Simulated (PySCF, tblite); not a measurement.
**C3H12ClNSi4: geometry, infrared bands and NMR shifts**

What infrared bands and NMR shifts should C3H12ClNSi4 (`C#C[Si@@H](Cl)[Si@@H](N)[Si@@H](C)[SiH3]`) show?

Computed with tblite 0.8.0 and PySCF 2.14.0, with density-fitted response routines of our own, on a single molecule in the gas phase. Atoms count from 0, in the outputs and in this text.

## 1. The starting structure

21 atoms, charge 0, multiplicity 1; geometry from: force field or distance geometry start.

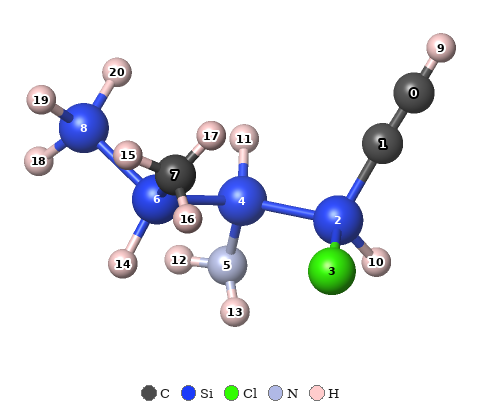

As it starts; carbon dark grey, silicon blue, chlorine green, nitrogen light blue, hydrogen pink, atoms numbered.

## 2. Geometry optimisation with GFN2-xTB

The job: settings as JSON, then the geometry in Å.

```
{"job": {"kind": "relax", "xc": "GFN2-xTB", "basis": "xTB"}, "charge": 0, "multiplicity": 1}
C      4.063200     1.249200     0.603800
C      3.312400     0.427700     0.109700
Si     2.242100    -0.839200    -0.614300
Cl     2.117100    -2.515400     0.591200
Si     0.290500     0.052600    -1.106800
N     -0.221600    -0.608300    -2.703600
Si    -1.337900    -0.370600     0.309600
C     -0.804500    -0.684300     2.052600
Si    -2.709400     1.385300     0.317900
H      4.714200     1.992200     1.024700
H      2.861700    -1.262400    -1.901000
H      0.418000     1.500000    -1.270300
H     -1.199100    -0.287900    -2.871900
H     -0.143100    -1.653500    -2.726800
H     -2.163400    -1.511300    -0.145800
H     -1.693100    -0.445200     2.725800
H     -0.614000    -1.778600     2.257200
H      0.007600    -0.049200     2.392000
H     -3.747200     1.243500    -0.735800
H     -3.437700     1.517000     1.609000
H     -1.964800     2.655200     0.082600
```

Launch:

```sh
> OMP_NUM_THREADS=1 python probes_run.py task.json out
```

One launch serves the whole session: the jobs run in the order shown.

What it wrote:

```text
step      E/eV     max force
  0    -730.42797    2.619
  1    -730.72222    4.321
  2    -730.65598    5.997
  3    -730.89561    0.587
  4    -730.92735    0.544
  5    -731.03931    1.659
  6    -731.08888    1.121
  7    -731.12787    0.392
  8    -731.16280    0.679
  9    -731.19923    1.014
 10    -731.22549    0.692
 11    -731.24414    0.335
 12    -731.25568    0.364
 13    -731.26458    0.381
 14    -731.27256    0.231
 15    -731.28093    0.221
 16    -731.28989    0.301
 17    -731.29760    0.321
 18    -731.30359    0.177
 19    -731.30850    0.168
 20    -731.31215    0.168
 21    -731.31491    0.168
 22    -731.31720    0.129
 23    -731.31902    0.115
 24    -731.32069    0.125
 25    -731.32249    0.138
 26    -731.32466    0.187
 27    -731.32737    0.181
 28    -731.33011    0.128
 29    -731.33206    0.114
 30    -731.33353    0.117
 31    -731.33513    0.155
 32    -731.33687    0.146
 33    -731.33853    0.132
 34    -731.33986    0.094
 35    -731.34097    0.089
 36    -731.34210    0.105
 37    -731.34318    0.123
 38    -731.34397    0.081
 39    -731.34451    0.057
 40    -731.34503    0.061
 41    -731.34572    0.091
 42    -731.34668    0.102
 43    -731.34774    0.091
 44    -731.34856    0.066
 45    -731.34912    0.078
 46    -731.34957    0.074
 47    -731.35030    0.094
 48    -731.35135    0.114
 49    -731.35270    0.109
 50    -731.35385    0.089
 51    -731.35464    0.051
 52    -731.35525    0.053
 53    -731.35588    0.073
 54    -731.35659    0.086
 55    -731.35728    0.060
 56    -731.35783    0.060
 57    -731.35837    0.070
 58    -731.35889    0.083
 59    -731.35945    0.051
 60    -731.35974    0.041
 61    -731.36006    0.046
 62    -731.36035    0.065
 63    -731.36067    0.057
 64    -731.36101    0.053
 65    -731.36148    0.066
 66    -731.36213    0.067
 67    -731.36287    0.075
 68    -731.36338    0.049
 69    -731.36362    0.026
 70    -731.36379    0.035
 71    -731.36404    0.060
 72    -731.36442    0.073
 73    -731.36482    0.054
 74    -731.36509    0.033
 75    -731.36524    0.032
 76    -731.36535    0.038
 77    -731.36554    0.038
 78    -731.36577    0.032
 79    -731.36595    0.024
 80    -731.36604    0.025
 81    -731.36610    0.023
 82    -731.36615    0.018
 83    -731.36622    0.023
 84    -731.36629    0.023
 85    -731.36634    0.016
 86    -731.36638    0.014
 87    -731.36643    0.018
 88    -731.36651    0.024
 89    -731.36663    0.029
 90    -731.36680    0.034
 91    -731.36697    0.030
 92    -731.36707    0.020
 93    -731.36713    0.020
 94    -731.36719    0.018
 95    -731.36729    0.029
 96    -731.36743    0.035
 97    -731.36756    0.026
 98    -731.36764    0.020
 99    -731.36770    0.020
100    -731.36778    0.027
101    -731.36792    0.041
102    -731.36810    0.043
103    -731.36827    0.040
104    -731.36840    0.034
105    -731.36853    0.031
106    -731.36869    0.052
107    -731.36888    0.060
108    -731.36907    0.037
109    -731.36921    0.045
110    -731.36931    0.065
111    -731.36951    0.046
112    -731.37030    0.145
113    -731.37072    0.139
114    -731.37104    0.059
115    -731.37122    0.034
116    -731.37142    0.074
117    -731.37175    0.114
118    -731.37238    0.112
119    -731.37308    0.081
120    -731.37366    0.061
121    -731.37388    0.088
122    -731.37442    0.058
123    -731.37471    0.042
124    -731.37515    0.036
125    -731.37546    0.045
126    -731.37579    0.043
127    -731.37606    0.040
128    -731.37630    0.048
129    -731.37657    0.043
130    -731.37686    0.039
131    -731.37711    0.036
132    -731.37736    0.042
133    -731.37767    0.055
134    -731.37827    0.083
135    -731.37902    0.062
136    -731.37982    0.148
137    -731.38047    0.049
138    -731.38098    0.093
139    -731.38121    0.040
140    -731.38153    0.038
141    -731.38246    0.066
142    -731.38299    0.082
143    -731.38402    0.082
144    -731.38468    0.108
145    -731.38515    0.054
146    -731.38522    0.109
147    -731.38585    0.049
148    -731.38617    0.036
149    -731.38653    0.040
150    -731.38670    0.042
151    -731.38686    0.035
152    -731.38695    0.027
153    -731.38702    0.018
154    -731.38707    0.015
155    -731.38714    0.020
156    -731.38721    0.016
157    -731.38729    0.020
158    -731.38736    0.016
159    -731.38745    0.019
160    -731.38758    0.028
161    -731.38774    0.035
162    -731.38789    0.028
163    -731.38800    0.019
164    -731.38810    0.022
165    -731.38820    0.027
166    -731.38834    0.033
167    -731.38848    0.028
168    -731.38858    0.028
169    -731.38867    0.021
170    -731.38876    0.022
171    -731.38887    0.038
172    -731.38898    0.031
173    -731.38906    0.025
174    -731.38912    0.017
175    -731.38917    0.018
176    -731.38923    0.025
177    -731.38928    0.029
178    -731.38933    0.025
179    -731.38936    0.020
180    -731.38940    0.013
181    -731.38943    0.014
182    -731.38946    0.011
183    -731.38948    0.008
```

It took 2.6 s on 1 thread of Arm Neoverse V2, shared host; peak memory 0.18 GiB.

Along the way: (not every step is listed) (the energy doesn't fall at every step)

| step | energy from step 0 (eV) | largest force (eV/Å) |
| --- | --- | --- |
| 0 | 0.0000 | 2.6194 |
| 1 | -0.2943 | 4.3207 |
| 2 | -0.2280 | 5.9967 |
| 3 | -0.4676 | 0.5866 |
| 4 | -0.4994 | 0.5444 |
| 5 | -0.6113 | 1.6586 |
| 6 | -0.6609 | 1.1207 |
| 7 | -0.6999 | 0.3924 |
| 8 | -0.7348 | 0.6789 |
| 25 | -0.8945 | 0.1379 |
| 42 | -0.9187 | 0.1016 |
| 59 | -0.9315 | 0.0510 |
| 76 | -0.9374 | 0.0384 |
| 93 | -0.9392 | 0.0195 |
| 110 | -0.9413 | 0.0654 |
| 127 | -0.9481 | 0.0396 |
| 144 | -0.9567 | 0.1081 |
| 161 | -0.9598 | 0.0348 |
| 178 | -0.9614 | 0.0250 |
| 179 | -0.9614 | 0.0203 |
| 180 | -0.9614 | 0.0131 |
| 181 | -0.9615 | 0.0137 |
| 182 | -0.9615 | 0.0112 |
| 183 | -0.9615 | 0.0079 |

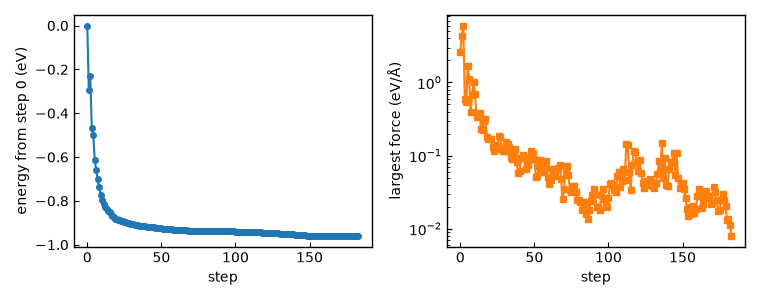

Energy and largest force along the relaxation.

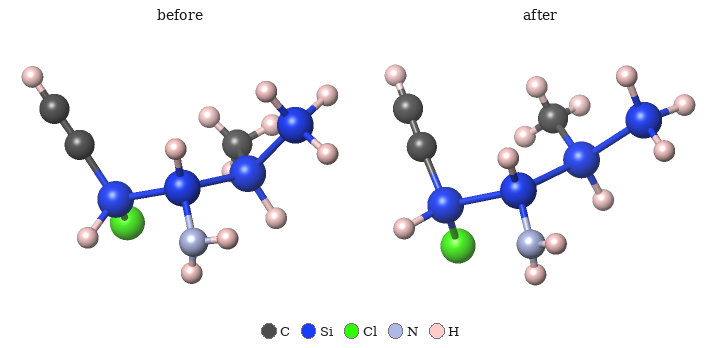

Before and after, at one scale.

Distances of close pairs at the start and the end, largest changes first:

| bond | before (Å) | after (Å) | change (Å) |
| --- | --- | --- | --- |
| Si4–Si6 | 2.199 | 2.349 | +0.150 |
| Si2–Si4 | 2.202 | 2.325 | +0.124 |
| Si6–Si8 | 2.228 | 2.327 | +0.099 |
| Si4–N5 | 1.802 | 1.735 | -0.067 |
| Si6–C7 | 1.850 | 1.907 | +0.058 |
| C7–H15 | 1.140 | 1.086 | -0.054 |
| C1–Si2 | 1.810 | 1.854 | +0.045 |
| C7–H16 | 1.129 | 1.086 | -0.043 |

The next job starts from the end point, and lists it.

## 3. Vibrational analysis with GFN2-xTB

The job: settings as JSON, then the geometry in Å.

```
{"job": {"kind": "ir", "xc": "GFN2-xTB", "basis": "xTB"}, "charge": 0, "multiplicity": 1}
C      3.634027     0.591231     1.293363
C      3.141520    -0.013562     0.377872
Si     2.317679    -0.960456    -0.987071
Cl     2.115872    -2.876046    -0.264963
Si     0.212509    -0.042244    -1.350326
N     -0.323526    -0.761193    -2.835769
Si    -1.311519    -0.180533     0.431880
C     -0.306833    -0.004542     2.043508
Si    -3.088873     1.321259     0.420897
H      4.076124     1.120819     2.088537
H      3.342876    -1.073094    -2.032259
H      0.405583     1.361663    -1.766763
H     -1.091949    -0.333964    -3.325984
H     -0.423539    -1.762879    -2.878471
H     -1.875387    -1.554241     0.480755
H     -0.930025    -0.159051     2.919430
H      0.504676    -0.725563     2.086707
H      0.136022     0.984425     2.124152
H     -3.828809     1.239980    -0.844218
H     -4.081169     1.134088     1.484417
H     -2.634180     2.710847     0.533834
```

What it wrote:

```text
mode    cm-1     km/mol
  1       7.6      0.31
  2      17.9      0.45
  3      31.8      0.06
  4      46.0      0.87
  5      62.2      0.31
  6      75.3      1.83
  7      92.2      1.54
  8     108.3      1.69
  9     127.5      3.46
 10     138.1      0.93
 11     154.9      5.80
 12     170.6      0.45
 13     198.6      2.38
 14     225.8     29.13
 15     253.1      8.98
 16     277.4     15.83
 17     331.3      4.86
 18     402.3     60.58
 19     418.9     17.12
 20     425.6     22.60
 21     463.5      6.64
 22     497.7     44.60
 23     549.4    848.72
 24     551.7    264.07
 25     597.9     49.21
 26     613.6    127.71
 27     620.3     22.78
 28     634.9     74.49
 29     664.0     68.39
 30     674.6     78.70
 31     683.3     36.52
 32     691.9    121.32
 33     732.7     50.41
 34     777.9    654.69
 35     809.8     31.27
 36     816.2     44.03
 37     820.4    132.45
 38     825.7    161.34
 39     828.1     67.02
 40     865.6    127.56
 41    1376.3      4.84
 42    1491.9      0.04
 43    1495.0      1.15
 44    1536.9     48.87
 45    2047.0    196.18
 46    2112.0    391.21
 47    2178.0    285.66
 48    2200.2     24.24
 49    2209.5    342.27
 50    2219.8    408.83
 51    2225.8    178.57
 52    3029.1     28.36
 53    3032.9     35.72
 54    3036.9      3.46
 55    3348.7      1.47
 56    3474.2      5.21
 57    3505.4      3.87
```

It took 1.6 s on 1 thread of Arm Neoverse V2, shared host; peak memory 0.18 GiB.

The strongest bands and the atoms that carry them (share of the mass-weighted mode):

| cm⁻¹ | km/mol | atoms |
| --- | --- | --- |
| 549 | 848.7 | H14 37 %, H11 35 %, H10 17 % |
| 552 | 264.1 | H13 37 %, H12 35 %, N5 21 % |
| 778 | 654.7 | H18 26 %, H20 25 %, H19 24 % |
| 2047 | 196.2 | H14 95 % |
| 2112 | 391.2 | H11 95 % |
| 2178 | 285.7 | H10 97 % |
| 2210 | 342.3 | H18 94 % |
| 2220 | 408.8 | H19 66 %, H20 29 % |

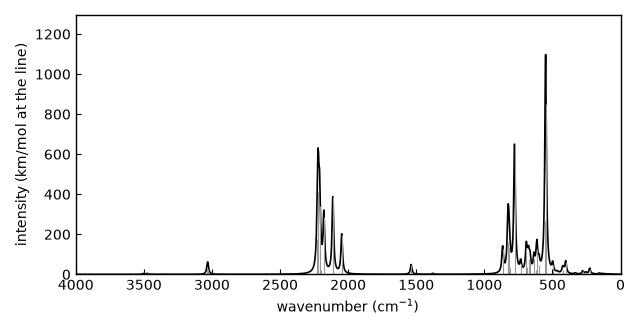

The infrared spectrum from these modes, unscaled. Lines are broadened to a width of 14 cm⁻¹ (Lorentzian).

## 4. Shielding tensors: PBE0/pcSseg-1

Settings changed since step 3:

```diff
@@ -1,2 +1,2 @@
-{"job": {"kind": "ir", "xc": "GFN2-xTB", "basis": "xTB"}, "charge": 0, "multiplicity": 1}
+{"job": {"kind": "nmr", "xc": "PBE0", "basis": "pcSseg-1"}, "charge": 0, "multiplicity": 1}
 C      3.634027     0.591231     1.293363
```

With the program's defaults for keys left out, this is: GIAO PBE0/pcSseg-1 NMR shielding, non-relativistic, gas phase.

What it wrote:

```text
coarse grid: 19880 points
cycle   1  E = -1793.4019019990  dE =  5.391e-01  |g| = 6.343e-01  |ddm| = 4.250e+00
cycle   2  E = -1793.3557729952  dE =  4.613e-02  |g| = 7.737e-01  |ddm| = 1.447e+00
cycle   3  E = -1793.4990166119  dE = -1.432e-01  |g| = 8.131e-02  |ddm| = 8.595e-01
cycle   4  E = -1793.5002150297  dE = -1.198e-03  |g| = 3.684e-02  |ddm| = 1.187e-01
cycle   5  E = -1793.5005080657  dE = -2.930e-04  |g| = 1.312e-02  |ddm| = 4.711e-02
cycle   6  E = -1793.5005443427  dE = -3.628e-05  |g| = 6.607e-03  |ddm| = 1.424e-02
cycle   7  E = -1793.5005547291  dE = -1.039e-05  |g| = 1.229e-03  |ddm| = 5.577e-03
cycle   8  E = -1793.5005551193  dE = -3.902e-07  |g| = 2.124e-04  |ddm| = 1.547e-03
final grid: 168536 points
cycle   9  E = -1793.5484293424  dE = -3.396e-05  |g| = 8.122e-03  |ddm| = 2.923e-02
cycle  10  E = -1793.5484210110  dE =  8.331e-06  |g| = 1.001e-02  |ddm| = 1.604e-02
cycle  11  E = -1793.5484433542  dE = -2.234e-05  |g| = 9.512e-04  |ddm| = 9.060e-03
cycle  12  E = -1793.5484435128  dE = -1.586e-07  |g| = 3.327e-04  |ddm| = 1.336e-03
cycle  13  E = -1793.5484435391  dE = -2.629e-08  |g| = 1.006e-04  |ddm| = 4.342e-04
cycle  14  E = -1793.5484435408  dE = -1.776e-09  |g| = 5.497e-05  |ddm| = 1.056e-04
cycle  15  E = -1793.5484435416  dE = -7.653e-10  |g| = 1.200e-05  |ddm| = 5.185e-05
converged SCF energy = -1793.5484435416

GIAO shielding tensors (ppm)
atom      isotropic    diamagn.    paramagn.     s11        s22        s33       span
  0 C       78.577     260.400    -181.823      0.210      6.000    229.521    229.311
  1 C       96.332     263.295    -166.963     -5.060      4.206    289.851    294.911
  2 Si     380.734     877.978    -497.244    322.792    378.918    440.492    117.700
  3 Cl     986.840    1149.057    -162.217    922.436    985.593   1052.491    130.054
  4 Si     387.278     880.987    -493.709    323.582    389.290    448.963    125.381
  5 N      270.509     316.988     -46.479    239.344    253.480    318.704     79.360
  6 Si     432.700     883.330    -450.630    408.260    414.241    475.600     67.340
  7 C      194.155     256.026     -61.871    187.742    195.828    198.895     11.153
  8 Si     464.383     880.866    -416.483    443.978    464.305    484.867     40.889
  9 H       29.390      33.092      -3.702     24.291     25.116     38.762     14.471
 10 H       25.858      25.872      -0.014     22.293     23.617     31.663      9.370
 11 H       26.368      31.251      -4.884     23.959     25.557     29.587      5.628
 12 H       32.103      30.754       1.349     23.765     28.228     44.316     20.551
 13 H       32.129      31.364       0.765     24.091     29.965     42.333     18.243
 14 H       27.585      31.685      -4.100     24.654     26.191     31.909      7.255
 15 H       31.470      31.250       0.220     25.968     28.677     39.764     13.796
 16 H       30.976      34.335      -3.359     25.314     29.252     38.361     13.047
 17 H       31.753      34.679      -2.926     28.350     28.986     37.923      9.572
 18 H       28.247      29.572      -1.326     24.447     26.438     33.855      9.408
 19 H       28.118      29.150      -1.032     24.504     25.665     34.184      9.680
 20 H       28.289      29.857      -1.569     24.805     26.414     33.647      8.842
```

Run time: 92 s. Hardware: 1 thread of Arm Neoverse V2, shared host; peak memory 1.2 GiB.

The references, computed at this level on geometries of the same kind, shield at (ppm): ¹H TMS 31.72, ¹³C TMS 186.9, ²⁹Si TMS 349.2, ¹⁵N NH3 267.7, ³⁵Cl HCl 950. Their shielding less the atom's gives the shift. The references are single molecules in the gas phase, so shifts against H2O, NH3, PH3, H3PO4 or CFCl3 are not on the usual liquid scales and can be off by tens of ppm. Atoms listed in one row are averaged.

| atoms | environment | σ (ppm) | δ (ppm) | δ scaled to CDCl3 |
| --- | --- | --- | --- | --- |
| C0 | terminal alkyne carbon | 78.6 | 108.3 | 103.8 |
| C1 | alkyne carbon | 96.3 | 90.6 | 86.5 |
| C7 | methyl carbon bonded to Si | 194.2 | -7.2 | -9.0 |
| H10 | hydrogen on a silicon bonded to C, Cl, Si | 25.86 | 5.86 | – |
| H11 | hydrogen on a silicon bonded to N, 2 Si | 26.37 | 5.35 | – |
| H14 | hydrogen on a silicon bonded to C, 2 Si | 27.58 | 4.13 | – |
| H18, H19, H20 | hydrogen on a silicon bonded to Si | 28.22 | 3.50 | – |
| H9 | hydrogen on a terminal alkyne carbon | 29.39 | 2.33 | 2.30 |
| H15, H16, H17 | hydrogen on a methyl carbon bonded to Si | 31.40 | 0.32 | 0.40 |
| H12, H13 | hydrogen on a nitrogen bonded to Si | 32.12 | -0.40 | – |
| Si2 | silicon bonded to C, Cl, Si, H | 380.7 | -31.6 | – |
| Si4 | silicon bonded to N, 2 Si, H | 387.3 | -38.1 | – |
| Si6 | silicon bonded to C, 2 Si, H | 432.7 | -83.5 | – |
| Si8 | silicon bonded to Si, 3 H | 464.4 | -115.2 | – |
| Cl3 | chlorine bonded to Si | 987 | -37 | – |
| N5 | nitrogen bonded to Si, 2 H | 270.5 | -2.8 | – |

The scaled column applies a straight-line fit of computed shieldings to shifts measured in CDCl3, with any fitted terms for Cl, Br or S neighbours (root-mean-square error 0.16 ppm for H, 1.9 ppm for C).

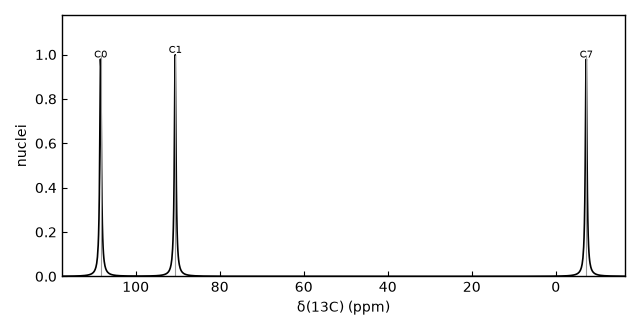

¹³C lines at the computed shifts, without couplings. Lines are broadened to a width of 0.46 ppm (Lorentzian).

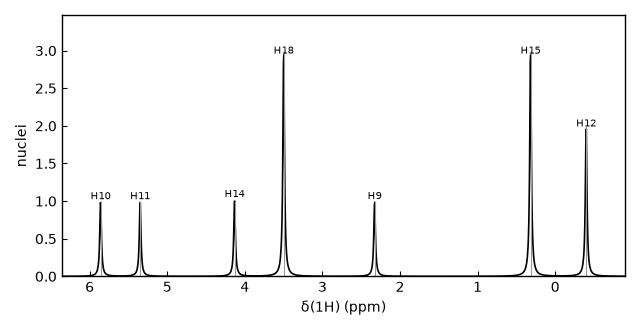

¹H lines at the computed shifts, without couplings. Lines are broadened to a width of 0.03 ppm (Lorentzian).

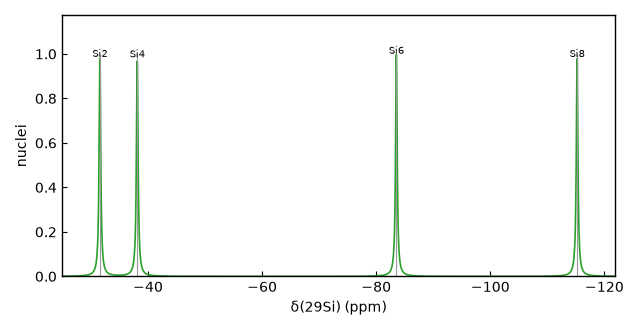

²⁹Si lines at the computed shifts, without couplings. Lines are broadened to a width of 0.33 ppm (Lorentzian).

Charges from the same density, by scheme (e):

| atoms | Mulliken | IAO | Hirshfeld | ESP fit |
| --- | --- | --- | --- | --- |
| C0 | -0.20 | -0.18 | -0.07 | -0.31 |
| C1 | -0.19 | -0.33 | -0.16 | -0.18 |
| Si2 | 0.59 | 0.67 | 0.30 | 0.37 |
| Cl3 | -0.33 | -0.32 | -0.13 | -0.20 |
| Si4 | 0.37 | 0.49 | 0.22 | 0.36 |
| N5 | -0.62 | -0.84 | -0.32 | -0.98 |
| Si6 | 0.07 | 0.29 | 0.18 | 0.16 |
| C7 | -0.61 | -0.69 | -0.21 | -0.48 |
| Si8 | 0.24 | 0.29 | 0.21 | 0.23 |

Hirshfeld charges:

C0 -0.07; C1 -0.16; Si2 0.30; Cl3 -0.13; Si4 0.22; N5 -0.32; Si6 0.18; C7 -0.21; Si8 0.21; H9 0.10; H10 -0.06; H11 -0.08; H12 0.12; H13 0.11; H14 -0.08; H15 0.04; H16 0.04; H17 0.04; H18 -0.08; H19 -0.07; H20 -0.08

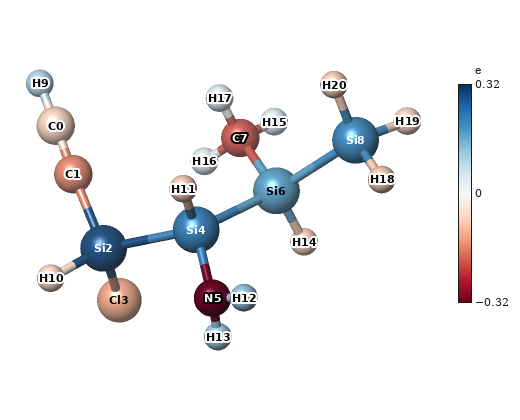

Hirshfeld charges, as colours on the atoms.

Mayer bond orders: C0–C1 2.57, C1–Si2 0.89, Si2–Cl3 0.92, Si2–Si4 0.90, Si4–N5 0.99, Si4–Si6 0.82, Si6–C7 0.94, Si6–Si8 0.91.

Orbitals, density, ELF and potential are computed afterwards from the orbital file.

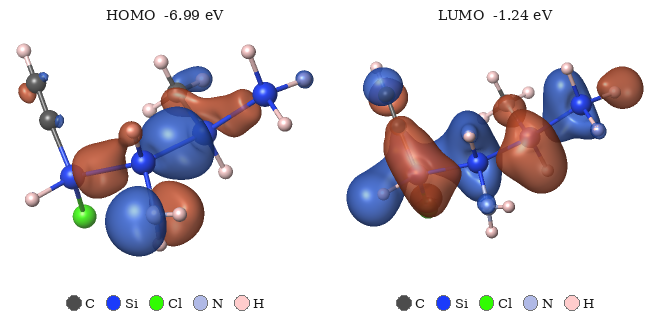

PBE0/pcSseg-1 orbitals near the gap, drawn at the value that encloses 70 % of each; the two colours are the two signs.

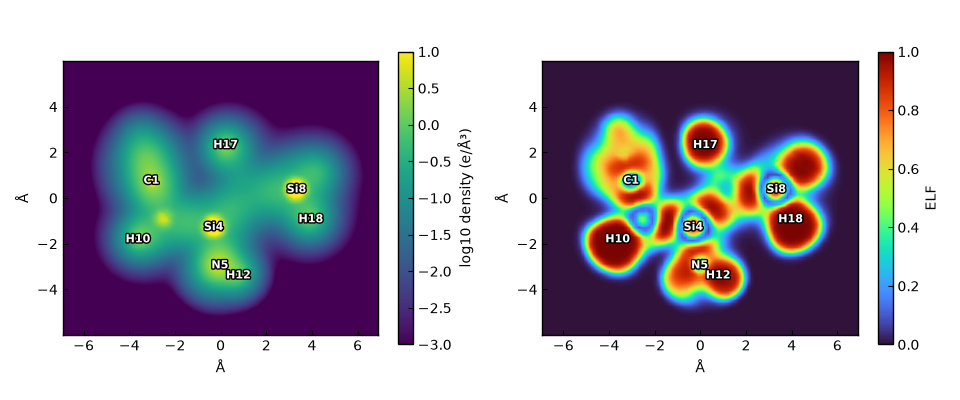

Density (left) and ELF (right) in a plane through or near 8 of the atoms.

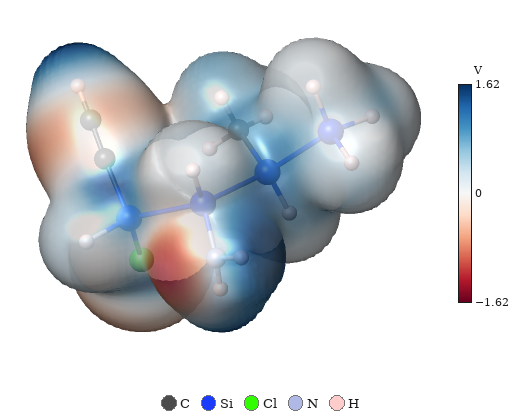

Electrostatic potential on the surface of density 0.002 e/bohr³; red is low, blue high. It runs from -0.82 V near N5 to 1.62 V near H9.

## 5. Summary of results

```
                                                              quantity                                          value
                             strongest single infrared mode (GFN2-xTB)                           549 cm⁻¹, 849 km/mol
                                          zero-point energy (GFN2-xTB)                                  82.6 kcal/mol
                                ¹³C shifts against TMS (PBE0/pcSseg-1)                          108.3, 90.6, -7.2 ppm
¹H shifts against TMS (PBE0/pcSseg-1, means over atoms taken as alike)  5.86, 5.35, 4.13, 3.50, 2.33, 0.32, -0.40 ppm
                               ²⁹Si shifts against TMS (PBE0/pcSseg-1)                -31.6, -38.1, -83.5, -115.2 ppm
                               ³⁵Cl shifts against HCl (PBE0/pcSseg-1)                                        -37 ppm
                                ¹⁵N shifts against NH3 (PBE0/pcSseg-1)                                       -2.8 ppm
                                 surface potential, least and greatest                             -0.82 V and 1.62 V
```

**Reading.** Relaxing lowered the energy by 0.962 eV in 183 steps; the close pair that moved most is Si4–Si6, from 2.199 to 2.349 Å. All 57 modes are real, so the xTB geometry is a minimum. GFN2-xTB is a fitted tight-binding method: band positions and strengths are rough. Its intensities can rank the bands wrongly. At PBE0/pcSseg-1: Shielding is most anisotropic at C1 (span 295 ppm, paramagnetic term -167 ppm). At PBE0/pcSseg-1, counted by nearest atom on the grid, the HOMO lies on N5 38 %; Si6 16 %, the LUMO on Si2, Si4, Si6 about 15 % each; H10 12 %.
